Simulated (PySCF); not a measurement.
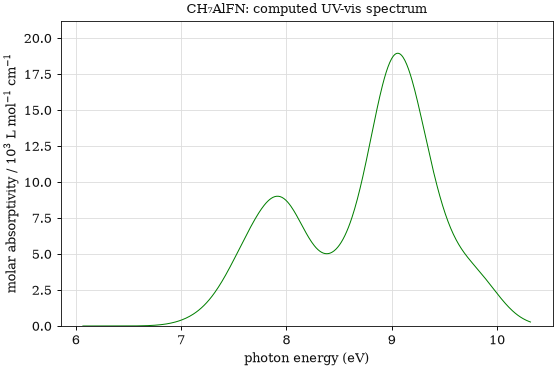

Computed absorption of CH₇AlFN, SMILES [CH3][Al@H-]([NH3+])[F], singlet. Vertical TDDFT excitations, LC-wPBE/def2-SVPD in PySCF 2.14.0, at a PBE0-D3(BJ)/def2-SVP geometry (no frequency check), gas phase. The lowest 10 singlet states are shown; each is broadened by a Gaussian of 1/e half-width 0.33 eV.

Q: Where is the maximum of the broadened curve, and how high is it?

A: At about 9.1 eV (137 nm), with ε near 19000 L mol⁻¹ cm⁻¹.

Q: List the transitions behind the spectrum.

A:
| state | E (eV) | λ (nm) | f | main character |
| --- | --- | --- | --- | --- |
| S1 | 7.27 | 171 | 0.012 | HOMO → LUMO (75 %) |
| S2 | 7.63 | 163 | 0.080 | HOMO → LUMO+1 (57 %) |
| S3 | 7.98 | 155 | 0.149 | HOMO → LUMO+2 (58 %) |
| S4 | 8.51 | 146 | 0.067 | HOMO−1 → LUMO (62 %) |
| S5 | 8.97 | 138 | 0.249 | HOMO−1 → LUMO+1 (34 %) |
| S6 | 9.16 | 135 | 0.104 | HOMO → LUMO+3 (26 %) |
| S7 | 9.19 | 135 | 0.029 | HOMO → LUMO+4 (46 %) |
| S8 | 9.36 | 132 | 0.059 | HOMO−1 → LUMO+2 (43 %) |
| S9 | 9.56 | 130 | 0.025 | HOMO → LUMO+6 (23 %) |
| S10 | 9.82 | 126 | 0.055 | HOMO → LUMO+7 (26 %) |

Known limits of this run: core orbitals are frozen in the response.
